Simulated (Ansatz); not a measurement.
# Re (P6_3/mmc): phonon-mediated transition temperature

Wanted: λ, ω_log and Tc of Re (P6_3/mmc). The cell shown first is a relaxed one, from steps not shown here.

Calculated with Ansatz 0.2.0; DFT PBE, scalar-relativistic, plane waves, PseudoDojo norm-conserving pseudopotentials, in the first sound run; inputs show where later runs differ.

## 1. The cell after earlier relaxation steps

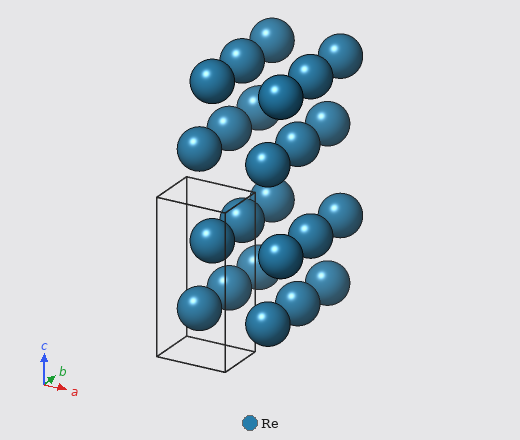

Start, viewed slightly off an axis; rhenium blue. 2×3×2 cells are drawn.

## 2. Electron–phonon run: PseudoDojo files

The run that gives the couplings also evaluates McMillan's and Allen and Dynes's formulas and, where asked, the Eliashberg equations, over a range of μ*.

Input file input.yaml:

```yaml
crystal:
  lattice:
    - [2.7724346275, 0.0, 0.0]
    - [-1.3862173137, 2.4009988178, 0.0]
    - [0.0, 0.0, 4.4885213951]
  atoms:
    - { symbol: Re, position: [0.3333333333, 0.6666666667, 0.25] }
    - { symbol: Re, position: [0.6666666667, 0.3333333333, 0.75] }
kpoints:
  mp_grid: { grid: [18, 18, 9] }
hamiltonian:
  xc: pbe
  pseudopotentials: { kind: nc, accuracy: standard }
scf:
  occupations: { method: methfessel_paxton, width: 0.2 }
output:
  eigenvalues: true
phonons:
  method: dfpt
  qmesh: [6, 6, 3]
  temperatures: { t_max: 1000, t_step: 50 }
  qpath:
    path:
      - [[0.0, 0.0, 0.0], [0.5, 0.0, 0.0], [0.33333333, 0.33333333, 0.0], [0.0, 0.0, 0.0], [0.0, 0.0, 0.5], [0.5, 0.0, 0.5], [0.33333333, 0.33333333, 0.5], [0.0, 0.0, 0.5]]
      - [[0.5, 0.0, 0.5], [0.5, 0.0, 0.0]]
    npoints: 6
  electrical_resistivity:
    mesh: [24, 24, 12]
    temperatures: [20.0, 50.0, 80.0, 100.0, 150.0, 200.0, 273.0, 300.0, 400.0, 500.0, 600.0, 800.0]
  superconductivity: { mesh: [24, 24, 12], eliashberg_equations: false }
```

Started as:

```
$ ansatz run input.yaml --threads 16 --pin off --max-ram 92160MiB --backend cuda --events-out ev --progress --plain --runs-dir out --max-vram 78GiB
```

Numbers of over 12 decimals in the logs are rounded to 6 here.

What it wrote:

```text
Engine: ansatz 0.2.0, aarch64-unknown-linux-gnu
Pseudopotentials: kind: nc
Pseudopotential: Re, nc, valence charge 15, recommended cutoff 979.609905 eV (normal), Re.nc.azcp (PseudoDojo's, or run here from an input of PseudoDojo's; its table is named by hamiltonian.pseudopotentials.accuracy)
Functional definition: PBE
  parameter kappa = 0.804
  parameter beta = 0.066725
  exchange = pbe_x(kappa = kappa, mu = beta*pi^2/3)
  correlation = pbe_c(beta = beta)
[...]
Crystal: 2 atoms, lattice volume = 29.878 Å³
Basis set: ecut = 979.609905 eV, 2069 PW (Γ), exchange–correlation on 60×60×96 points (8 copies of the dense FFT grid, shifted against one another)
Bands: 19, of which v1, the nominal top of the filled ones, is band 15 counted from 1 (14 counted from 0)
Symmetry: 24 space group operations
k-points: 185 of 2916
Non-local potential: Re, projectors of the file, l = 0: 2, l = 1: 2, l = 2: 2, l = 3: 2
Initial density: superposition of atomic densities (chi_scale 0.1, normalization cell)
Initial wavefunctions: pseudopotential atomic-orbital guess
[...]
Functional: x = pbe(κ = 0.804, μ = 0.219515), c = pbe(β = 0.066725)
SCF iter   1: F=—  HF=-4723.923013 eV  |F-HF|=—  |Δ(HF+E_count)|=         —  Δρ=5.97e-2  dr2=1.01e0  ethr=3.10e-3  ⟨swp⟩=6.1  Hψ=17957  notcnv=0
preconditioner: auto → none  [metal: Δε(μ)=0.008 eV  Ē_g=6.254 eV  σ=0.200 eV  W_gap=0.03  n_scr=8 (ndim 8)  ℏωp=25.4 eV  f_vac=0.000  D(μ)=1.43/eV (n_scr^D=10)  sad-step TF]
SCF iter   2: F=—  HF=-4723.663649 eV  |F-HF|=—  |Δ(HF+E_count)|=   2.59e-1  S|Δr|=    0.00e0  Δρ=3.32e-2  dr2=2.97e-1  ethr=3.10e-3  ⟨swp⟩=2.2  Hψ=6264  notcnv=0
[...]
SCF iter   8: F=-4723.569362 eV  HF=-4723.569362 eV  |F-HF|=9.09e-13  |Δ(HF+E_count)|=  1.06e-10  S|Δr|=    0.00e0  Δρ=1.01e-7  dr2=1.32e-12  ethr=1.00e-12  ⟨swp⟩=12.7  Hψ=33552  notcnv=0
SCF 1 converged in 8 iterations: F = -4723.569362 eV  dr2 = 1.32e-12
[...]
NSCF: frozen V_eff on 185 k-points, pencils in batches of 32, up to order 76
[...]
NSCF: frozen V_eff on 185 k-points
[...]
DFPT response loops at q = (0, 0, 0) (fractional): preconditioner auto → Kerker (q_TF=auto, 2.730 Å⁻¹) (partly filled bands, converged f_vac=0.000); β = 1.00, the filter's whole step (`scf.mixing.beta` (0.50) is not read by the response loops under this deck's `scf.mixing.preconditioner`; to damp them name `kerker` or `kerker_dos`, under which they read `scf.mixing.beta`, and type it under 1.00, their step now; both keys bind the ground state too); Anderson in place of MSR1; while a model of the screening serves, it and β = 1 on shorter waves in the place of filter and β
[...]
NSCF: frozen V_eff on 185 k-points
[...]
DFPT response loops at q = (0, 0, 0.333333) (fractional): mixed as the last ones told, above
[...]
DFPT response loops at q = (0, 0.166667, 0) (fractional): mixed as the last ones told, above
[...]
DFPT response loops at q = (0, 0.166667, 0.333333) (fractional): mixed as the last ones told, above
[...]
DFPT response loops at q = (0, 0.333333, 0) (fractional): mixed as the last ones told, above
[...]
DFPT response loops at q = (0, 0.333333, 0.333333) (fractional): mixed as the last ones told, above
[...]
DFPT response loops at q = (0, -0.5, 0) (fractional): mixed as the last ones told, above
[...]
DFPT response loops at q = (0, -0.5, 0.333333) (fractional): mixed as the last ones told, above
[...]
DFPT response loops at q = (0.166667, 0.166667, 0) (fractional): mixed as the last ones told, above
[...]
DFPT response loops at q = (0.166667, 0.166667, 0.333333) (fractional): mixed as the last ones told, above
[...]
DFPT response loops at q = (0.166667, 0.333333, 0) (fractional): mixed as the last ones told, above
[...]
DFPT response loops at q = (0.166667, 0.333333, 0.333333) (fractional): mixed as the last ones told, above
[...]
DFPT response loops at q = (0.333333, 0.333333, 0) (fractional): mixed as the last ones told, above
[...]
DFPT response loops at q = (0.333333, 0.333333, 0.333333) (fractional): mixed as the last ones told, above
[...]
SCF 2 converged in 8 iterations: F = -4723.569362 eV  dr2 = 1.35e-12
[...]
SCF converged after 8 iterations
[...]
Hall coefficient in a weak field at 50 K (a third of the trace): 2.245e-10 m³/C (as a tensor it moves by 7.9 % between the two finest meshes); by each state's relaxation time: 2.282e-10 m³/C; by a constant relaxation time: 1.433e-10 m³/C
  mean free path at 80 K (of a tensor a third of its trace): 33.4 nm by what each carries, 26.9 by the Fermi surface alone
  Hall coefficient in a weak field at 80 K (a third of the trace): 2.178e-10 m³/C (as a tensor it moves by 7.7 % between the two finest meshes); by each state's relaxation time: 2.134e-10 m³/C; by a constant relaxation time: 1.434e-10 m³/C
  mean free path at 100 K (of a tensor a third of its trace): 21.8 nm by what each carries, 17.9 by the Fermi surface alone
  Hall coefficient in a weak field at 100 K (a third of the trace): 2.164e-10 m³/C (as a tensor it moves by 7.5 % between the two finest meshes); by each state's relaxation time: 2.093e-10 m³/C; by a constant relaxation time: 1.435e-10 m³/C
  mean free path at 150 K (of a tensor a third of its trace): 11.8 nm by what each carries, 9.91 by the Fermi surface alone
  Hall coefficient in a weak field at 150 K (a third of the trace): 2.153e-10 m³/C (as a tensor it moves by 7.4 % between the two finest meshes); by each state's relaxation time: 2.058e-10 m³/C; by a constant relaxation time: 1.438e-10 m³/C
  mean free path at 200 K (of a tensor a third of its trace): 8.23 nm by what each carries, 6.95 by the Fermi surface alone
  Hall coefficient in a weak field at 200 K (a third of the trace): 2.150e-10 m³/C (as a tensor it moves by 7.2 % between the two finest meshes); by each state's relaxation time: 2.048e-10 m³/C; by a constant relaxation time: 1.440e-10 m³/C
  mean free path at 273 K (of a tensor a third of its trace): 5.76 nm by what each carries, 4.88 by the Fermi surface alone
  Hall coefficient in a weak field at 273 K (a third of the trace): 2.146e-10 m³/C (as a tensor it moves by 6.9 % between the two finest meshes); by each state's relaxation time: 2.039e-10 m³/C; by a constant relaxation time: 1.440e-10 m³/C
  mean free path at 300 K (of a tensor a third of its trace): 5.19 nm by what each carries, 4.40 by the Fermi surface alone
  Hall coefficient in a weak field at 300 K (a third of the trace): 2.144e-10 m³/C (as a tensor it moves by 6.8 % between the two finest meshes); by each state's relaxation time: 2.036e-10 m³/C; by a constant relaxation time: 1.440e-10 m³/C
  mean free path at 400 K (of a tensor a third of its trace): 3.79 nm by what each carries, 3.23 by the Fermi surface alone
  Hall coefficient in a weak field at 400 K (a third of the trace): 2.135e-10 m³/C (as a tensor it moves by 6.4 % between the two finest meshes); by each state's relaxation time: 2.026e-10 m³/C; by a constant relaxation time: 1.439e-10 m³/C
  mean free path at 500 K (of a tensor a third of its trace): 2.98 nm by what each carries, 2.54 by the Fermi surface alone
  Hall coefficient in a weak field at 500 K (a third of the trace): 2.127e-10 m³/C (as a tensor it moves by 6.1 % between the two finest meshes); by each state's relaxation time: 2.016e-10 m³/C; by a constant relaxation time: 1.436e-10 m³/C
  mean free path at 600 K (of a tensor a third of its trace): 2.45 nm by what each carries, 2.09 by the Fermi surface alone
  Hall coefficient in a weak field at 600 K (a third of the trace): 2.117e-10 m³/C (as a tensor it moves by 5.9 % between the two finest meshes); by each state's relaxation time: 2.005e-10 m³/C; by a constant relaxation time: 1.432e-10 m³/C
  mean free path at 800 K (of a tensor a third of its trace): 1.80 nm by what each carries, 1.54 by the Fermi surface alone
  Hall coefficient in a weak field at 800 K (a third of the trace): 2.094e-10 m³/C (as a tensor it moves by 5.5 % between the two finest meshes); by each state's relaxation time: 1.980e-10 m³/C; by a constant relaxation time: 1.420e-10 m³/C
  the resistivity times a path that all electrons share, by the Fermi surface of the deck's mesh alone (a third of the trace): 6.270e-16 Ω·m²
  not converged in the mesh (λ; λ_tr; the resistivity at 20 K by 16.73 %; the resistivity at 50 K by 5.49 %; the resistivity at 80 K by 5.28 %; the resistivity at 100 K by 5.40 %; the resistivity at 150 K by 5.71 %; the resistivity at 200 K by 5.81 %; the resistivity at 273 K by 5.75 %; the resistivity at 300 K by 5.70 %; the resistivity at 400 K by 5.35 %; the resistivity at 500 K by 4.91 %; the resistivity at 600 K [...]
  vibrations of 108 cells: unjudged by the run; compare a larger repeat
  the changes of the potential over all sites missed a rigid shift's by 0.00 % (the site terms' by 0.00 %)
  at the force constants' own smearing the fine mesh and the k-points of their solves give squared frequencies that differ by 7.0 % of the larger at the most, at (0.1667, 0.1667, 0)
--- Superconductivity: potentials and phonons of a 6×6×3 supercell ---
  pairing by harmonic phonons, in the closed forms alone; spin fluctuations are left out, and so is spin–orbit coupling
           mesh         λ    ħω_log (meV)  μ* declared at (meV)
       24×24×12    0.7100          14.504               15.960
        12×12×6    0.7259          14.467               15.967
          6×6×3    1.3414          16.421               17.318
  λ by the species' shares of the modes' patterns: Re 0.7100
  transition temperature on the deck's mesh (K), isotropic and anisotropic, restricted to the Fermi surface (FSR) and over the full bandwidth (FBW), and the last with the density of states resolved in a narrower window:
        μ*   McMillan   Allen–Dynes      iso. FSR      iso. FBW    aniso. FSR    aniso. FBW  narrow window
      0.08      7.054         7.329             -             -             -             -              -
      0.10      6.058         6.274             -             -             -             -              -
      0.12      5.119         5.286             -             -             -             -              -
      0.13      4.673         4.819             -             -             -             -              -
      0.14      4.243         4.371             -             -             -             -              -
      0.16      3.439         3.535             -             -             -             -              -
      0.20      2.073         2.123             -             -             -             -              -
  not judged without the Eliashberg equations: between neighbouring meshes, the two finest first, λ moves by 2.24 % and 84.79 %
  vibrations of 108 cells: unjudged by the run; compare a larger repeat
  the changes of the potential over all sites missed a rigid shift's by 0.00 % (the site terms' by 0.00 %)
  at the force constants' own smearing the fine mesh and the k-points of their solves give squared frequencies that differ by 7.0 % of the larger at the most, at (0.1667, 0.1667, 0)
```

Wall time 2.1 min (1 × NVIDIA GB200 with 16 threads of Arm Neoverse V2, shared host); peak memory 6.8 GiB.

The column dr2 measures how far the density is from self-consistency, as an energy; F and HF (Harris–Foulkes) agree once it is small.

Numbers from this step:

- volume per atom: 14.94 Å³/atom
- metallic on mesh: yes
- gap on the k-mesh: 0 eV
- zero point energy: 0.05076 eV/cell
- share of imaginary modes: 0
- highest frequency on the path or at a solved wavevector: 202.3 cm⁻¹
- Debye temperature (second moment): 262 K
- resistivity at 300 K: 14.16 μΩ cm, mean of the axes
- coupling constant λ: 0.71
- density of states at the Fermi level: 0.7529 states/eV a spin and cell
- log mean phonon energy ħω_log: 14.5 meV
- transport coupling constant λ_tr: 0.6438, 0.6438, 0.7395 (xx, yy, zz)
- Drude plasma energy: 6.883, 6.883, 8.582 eV (xx, yy, zz)
- resistivity times mean free path: 7.092, 7.092, 4.626 × 10⁻¹⁶ Ω m² (xx, yy, zz)
- second-moment phonon energy ħω₂: 15.96 meV
- coupling λ by branch: 0.158, 0.156, 0.113, 0.12, 0.0865, 0.0762 (branches by rank of frequency)

Transition temperatures:

```csv
μ*,McMillan Tc (K),Allen–Dynes Tc (K)
0.08,7.05,7.33
0.1,6.06,6.27
0.12,5.12,5.29
0.13,4.67,4.82
0.14,4.24,4.37
0.16,3.44,3.54
0.2,2.07,2.12
```

## 3. Coupling and resistivity: finite displacements

Finite displacements in a supercell are the other road to force constants and couplings; here with the base functional.

This step: DFT PBE, scalar-relativistic, plane waves, PAW; PAW set soft_1 (Ansatz 0.2.0).

input.yaml, as its differences from that of step 2:

```diff
@@ -2,5 +2,5 @@
   lattice:
-    - [2.7724346275, 0.0, 0.0]
-    - [-1.3862173137, 2.4009988178, 0.0]
-    - [0.0, 0.0, 4.4885213951]
+    - [2.7729740383, 0.0, 0.0]
+    - [-1.3864870191, 2.4014659613, 0.0]
+    - [0.0, 0.0, 4.4891235064]
   atoms:
@@ -12,3 +12,3 @@
   xc: pbe
-  pseudopotentials: { kind: nc, accuracy: standard }
+  pseudopotentials: { kind: paw, azcp: { folder: soft_1 } }
 scf:
@@ -18,4 +18,4 @@
 phonons:
-  method: dfpt
-  qmesh: [6, 6, 3]
+  method: fd
+  supercell: [6, 6, 3]
   temperatures: { t_max: 1000, t_step: 50 }
```

What it wrote:

```text
[...]
Crystal: 216 atoms, lattice volume = 3228.550 Å³
Basis set: ecut = 420 eV, 63015 PW (Γ), exchange–correlation on 240×240×192 points (8 copies of the dense FFT grid, shifted against one another)
Bands: 2052, of which v1, the nominal top of the filled ones, is band 1620 counted from 1 (1619 counted from 0)
Symmetry: 2592 space group operations
k-points: 6 of 27
[...]
SCF iter   1: F=—  HF=-2347768.751785 eV  |F-HF|=—  |Δ(HF+E_count)|=         —  Δρ=6.36e-9  dr2=2.96e-13  ethr=1.00e-12  ⟨swp⟩=3.0  Hψ=30320  notcnv=0
[...]
SCF iter   2: F=-2347768.751785 eV  HF=-2347768.751785 eV  |F-HF|=9.31e-10  |Δ(HF+E_count)|=    0.00e0  S|Δr|=    0.00e0  Δρ=3.63e-9  dr2=1.12e-13  ethr=1.00e-12  ⟨swp⟩=1.0  Hψ=12336  notcnv=0
SCF 1 converged in 2 iterations: F = -2347768.751785 eV  dr2 = 1.12e-13
[...]
Symmetry: 1 space group operations
k-points: 14 of 27 (time reversal used)
[...]
iter 1 solved again at ethr=9.13e-9 eV; its pass at ethr=3.10e-3 eV (dr2=2.96e-4 eV) is discarded
[...]
SCF iter   7: F=-2347768.751742 eV  HF=-2347768.751742 eV  |F-HF|=1.40e-9  |Δ(HF+E_count)|=  4.66e-10  S|Δr|=    0.00e0  Δρ=3.69e-9  dr2=4.40e-13  ethr=1.00e-12  ⟨swp⟩=4.0  Hψ=85292  notcnv=0
SCF 2 converged in 7 iterations: F = -2347768.751742 eV  dr2 = 4.40e-13
[...]
the harmonic batch is taken at displacements of 0.00125 Å and a dr2 threshold of 1.6e-11 eV from here on, in place of 0.0025 Å and 6.3e-11 eV, a step that its levels, its solves or its constants may not bear out (scf.occupations.method, Limitations)
[...]
SCF iter   1: F=—  HF=-2347768.751785 eV  |F-HF|=—  |Δ(HF+E_count)|=         —  Δρ=6.39e-9  dr2=3.02e-13  ethr=1.00e-12  ⟨swp⟩=3.0  Hψ=30320  notcnv=0
SCF iter   2: F=-2347768.751785 eV  HF=-2347768.751785 eV  |F-HF|=0.00e0  |Δ(HF+E_count)|=  4.66e-10  S|Δr|=    0.00e0  Δρ=3.66e-9  dr2=1.09e-13  ethr=1.00e-12  ⟨swp⟩=3.0  Hψ=24164  notcnv=0
SCF 3 converged in 2 iterations: F = -2347768.751785 eV  dr2 = 1.09e-13
[...]
SCF iter   6: F=-2347768.751774 eV  HF=-2347768.751774 eV  |F-HF|=0.00e0  |Δ(HF+E_count)|=  9.31e-10  S|Δr|=    0.00e0  Δρ=1.08e-8  dr2=4.81e-12  ethr=1.00e-12  ⟨swp⟩=3.1  Hψ=100269  notcnv=0
SCF 4 converged in 6 iterations: F = -2347768.751774 eV  dr2 = 4.81e-12
[...]
Crystal: 2 atoms, lattice volume = 29.894 Å³
Basis set: ecut = 420 eV, 579 PW (Γ), exchange–correlation on 40×40×64 points (8 copies of the dense FFT grid, shifted against one another)
Bands: 19, of which v1, the nominal top of the filled ones, is band 15 counted from 1 (14 counted from 0)
[...]
SCF iter   1: F=—  HF=-21738.979924 eV  |F-HF|=—  |Δ(HF+E_count)|=         —  Δρ=6.07e-2  dr2=1.04e0  ethr=3.10e-3  ⟨swp⟩=4.1  Hψ=13677  notcnv=0
[...]
SCF 5 converged in 8 iterations: F = -21738.599554 eV  dr2 = 1.52e-12
[...]
SCF converged after 2 iterations
[...]
vibrations of 108 cells: unjudged by the run; compare a larger repeat
[...]
--- Superconductivity: potentials and phonons of a 6×6×3 supercell ---
[...]
mesh         λ    ħω_log (meV)  μ* declared at (meV)
       24×24×12    0.7183          14.413               15.886
        12×12×6    0.7353          14.363               15.889
          6×6×3    1.3488          16.393               17.284
  λ by the species' shares of the modes' patterns: Re 0.7183
[...]
0.08      7.186         7.472             -             -             -             -              -
      0.10      6.189         6.413             -             -             -             -              -
      0.12      5.246         5.421             -             -             -             -              -
      0.13      4.798         4.951             -             -             -             -              -
      0.14      4.366         4.500             -             -             -             -              -
      0.16      3.555         3.655             -             -             -             -              -
      0.20      2.169         2.222             -             -             -             -              -
[...]
vibrations of 108 cells: unjudged by the run; compare a larger repeat
[...]
```

Run time: 4.2 min. Hardware: 1 × NVIDIA GB200 with 16 threads; peak memory 15 GiB.

This step gave:

```yaml
volume_per_atom: 14.95 Å³/atom
zero_point_energy: 0.05062 eV/cell
highest_frequency_on_the_path_or_at_a_solved_wavevector: 201.6 cm⁻¹
debye_temperature_second_moment: 261 K
resistivity_at_300_k: 14.22 μΩ cm, mean of the axes
coupling_constant_lambda: 0.7183
density_of_states_at_the_fermi_level: 0.7534 states/eV a spin and cell
log_mean_phonon_energy_omega_log: 14.41 meV
transport_coupling_constant_lambda_tr: 0.65, 0.65, 0.7488 (xx, yy, zz)
drude_plasma_energy: 6.901, 6.901, 8.592 eV (xx, yy, zz)
resistivity_times_mean_free_path: 7.067, 7.067, 4.626 × 10⁻¹⁶ Ω m² (xx, yy, zz)
second_moment_phonon_energy_omega: 15.89 meV
coupling_lambda_by_branch: 0.16, 0.158, 0.114, 0.122, 0.0874, 0.0767 (branches by rank of frequency)
```

Transition temperatures:

```csv
μ*,McMillan Tc (K),Allen–Dynes Tc (K)
0.08,7.19,7.47
0.1,6.19,6.41
0.12,5.25,5.42
0.13,4.8,4.95
0.14,4.37,4.5
0.16,3.55,3.66
0.2,2.17,2.22
```

[end of part 1 of 2]

[Logs are printed without paths, hosts, clocks, repeated set-up lines and the standing remarks that a program may print on its own settings, such as how far it seeks lower states.]

[Hosts, paths, dates, database ids (printed as entryN), source tags and the programs' standing remarks are cut or masked in the printed files.]
